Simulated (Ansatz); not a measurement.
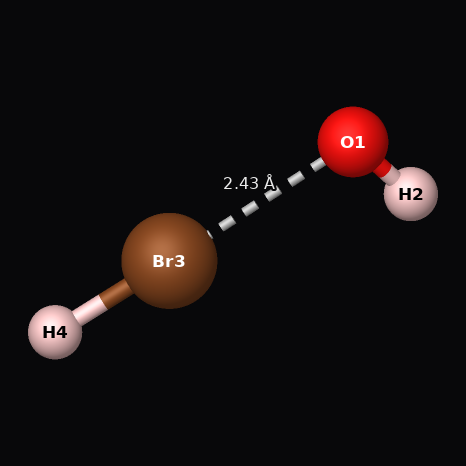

Two molecules or ions; the broken line marks their closest contact (measured against van der Waals radii). The species has charge −1 and is a spin singlet. The computed structure is the end point of a PBE0-D4/def2-TZVPD optimisation. Program: Ansatz 0.2.0.

Which two species are they?

HO and HBr (`Br.[OH-]`).

Give the counterpoise-corrected interaction energy (kcal/mol, monomers kept as in the pair) with CCSD(T)/CBS (MP2 limit from def2-TZVPPD and def2-QZVPPD plus CCSD(T) − MP2); B3LYP-D4/def2-TZVPPD; HSE06 (plane-wave form)-D4/def2-TZVPPD; B2PLYP (frozen core)/def2-TZVPPD.

| level | interaction energy (kcal/mol) |
| --- | --- |
| CCSD(T)/CBS (MP2 limit from def2-TZVPPD and def2-QZVPPD plus CCSD(T) − MP2) | −12.9 |
| B3LYP-D4/def2-TZVPPD | −15.4 |
| HSE06 (plane-wave form)-D4/def2-TZVPPD | −16.6 |
| B2PLYP (frozen core)/def2-TZVPPD | −13.1 |
